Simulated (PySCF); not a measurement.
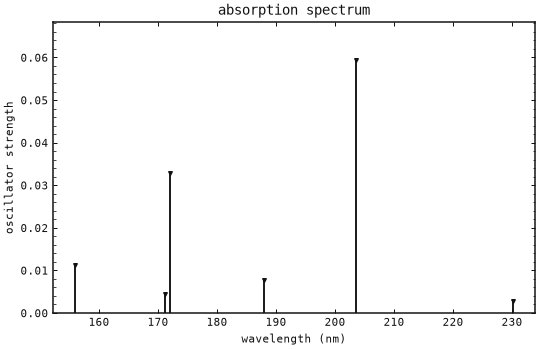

Vertical TDDFT excitations, PBE0/def2-SVPD with PySCF 2.14.0, at a GFN2-xTB geometry (no frequency check), gas phase. Only the first 6 singlet excitations are included.

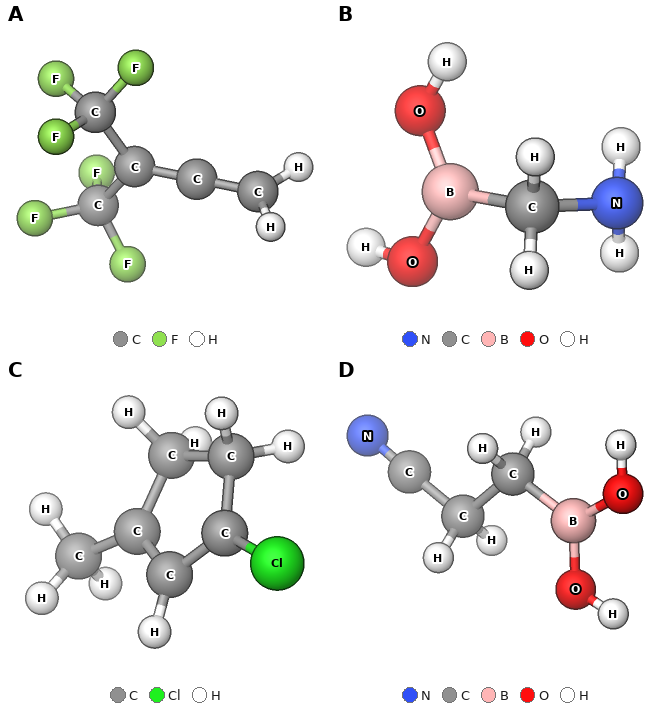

> Which molecule gives this spectrum? Choose among the lettered structures. Charge and spin: A neutral singlet; B neutral singlet; C +1 singlet; D neutral singlet.

Structure B, CH₆BNO₂, SMILES NCB(O)O. Its lowest singlet lies at 5.39 eV (f = 0.003) and the brightest of those computed is S2 at 6.09 eV (203 nm), f = 0.059, mainly HOMO → LUMO+1 (78 %).

Caveats: states above the negative HOMO energy depend on the basis; the tight-binding geometry is rougher than a DFT one and adds to the error; one conformer of a flexible molecule; core orbitals are frozen in the response.
